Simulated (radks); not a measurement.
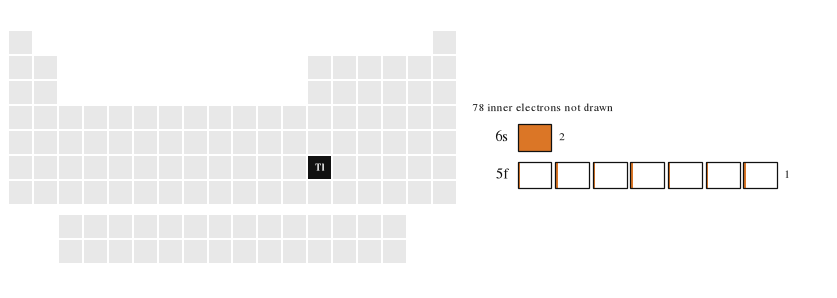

Fig. 1: Left, the place of thallium in the periodic table; right, the outer shells as the input fills them: a box for each of the 2l + 1 orbitals, shaded by the share of the shell that is filled, with the electron count at the right.

# Run report: Tl, atomic calculation

System: Tl, configuration [Hg] 5f1.
Method: scalar-relativistic Kohn-Sham, r2SCAN, spin-polarised, spherical densities, finite nucleus (radks).

The input:
```
Z 81
configuration [Hg] 5f1
relativity scalar-relativistic
functional r2scan,r2scan
spin polarised
nucleus finite rms 5.4759 fm
c 137.035999084
```

Energies in input and log are in hartree, lengths in bohr (the nuclear radius in fm).

Hardware: 1 CPU thread, shared host.

Log:
```
1s      1   1.0000       -3149.14229500
2s      1   1.0000        -561.97386702
2p      1   3.0000        -483.39213705
3s      1   1.0000        -134.72418348
3p      1   3.0000        -112.00810658
3d      1   5.0000         -88.39534717
4s      1   1.0000         -30.48294833
4p      1   3.0000         -23.00493295
4d      1   5.0000         -14.18562863
4f      1   7.0000          -4.44527918
5s      1   1.0000          -5.11492911
5p      1   3.0000          -3.07832166
5d      1   5.0000          -0.79444492
6s      1   1.0000          -0.54590483
5f      1   1.0000          -0.01533365
1s      2   1.0000       -3149.14229453
2s      2   1.0000        -561.97386850
2p      2   3.0000        -483.39213817
3s      2   1.0000        -134.72418346
3p      2   3.0000        -112.00810668
3d      2   5.0000         -88.39534791
4s      2   1.0000         -30.48294888
4p      2   3.0000         -23.00493323
4d      2   5.0000         -14.18562899
4f      2   7.0000          -4.44527993
5s      2   1.0000          -5.11493554
5p      2   3.0000          -3.07832849
5d      2   5.0000          -0.79442826
6s      2   1.0000          -0.54604140
5f      2   0.0000          -0.03426637
Etot -20242.895580353383
Ekin 22787.37465737897
Encl -50456.576417875716
Eh 7805.072547534131
Exc -378.76636739076463
err 0.0012760414893050315
it 170
```

Outcome:

```tsv
quantity	value
outcome	not converged
total energy	−20242.8956 hartree
kinetic energy	22787.3747 hartree
electron–nucleus energy	−50456.5764 hartree
Hartree energy	7805.0725 hartree
exchange–correlation energy	−378.766367 hartree
SCF iterations	170
wall time	2.9 s
```

Diagnosis:

The run did not meet its convergence test in 170 iterations, so its last values are not results. This is an excited configuration.
